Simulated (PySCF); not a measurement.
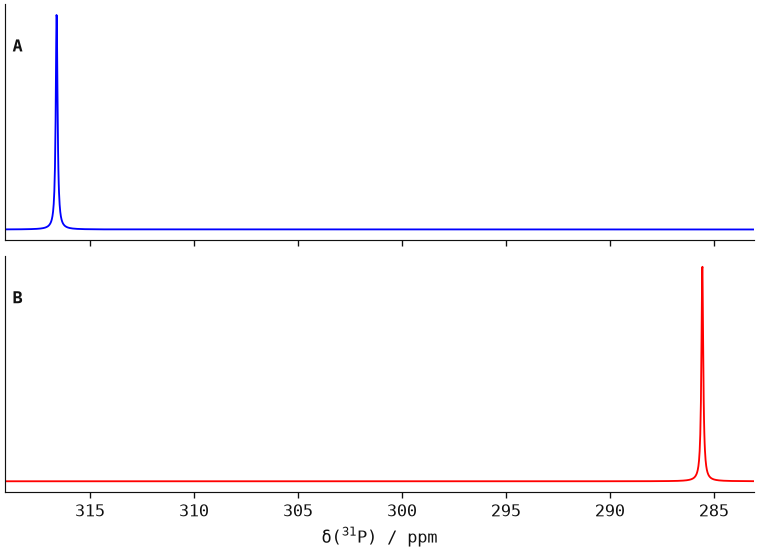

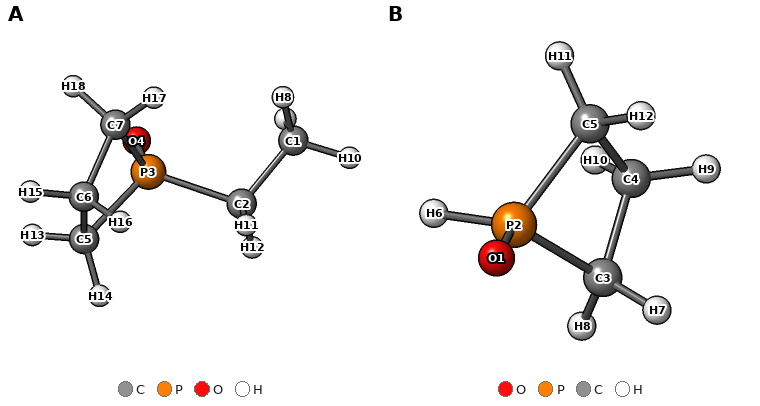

Related molecules: A is C₅H₁₁OP, SMILES CCP1(=O)CCC1; B is C₃H₇OP, SMILES O=[PH]1CCC1. GIAO ³¹P shifts against PH₃ (³¹P: the usual scale starts at 85 % H₃PO₄ instead), PBE0/pcSseg-1 with PySCF 2.14.0, at a GFN2-xTB geometry (no frequency check); fully decoupled, line heights follow the number of nuclei within a panel, widths are arbitrary (no quadrupolar broadening); values of one conformer, averaged over nuclei that symmetry, rotation about single bonds or ring flips exchange, these motions taken as fast; other conformers aren't averaged in.

### How does the ³¹P shift respond?

From A (316.6 ppm) to B (285.6 ppm) the nucleus is shielded by 31.0 ppm.

Caveats, for all or some of the runs: the tight-binding geometry is rougher than a DFT one and adds to the error.
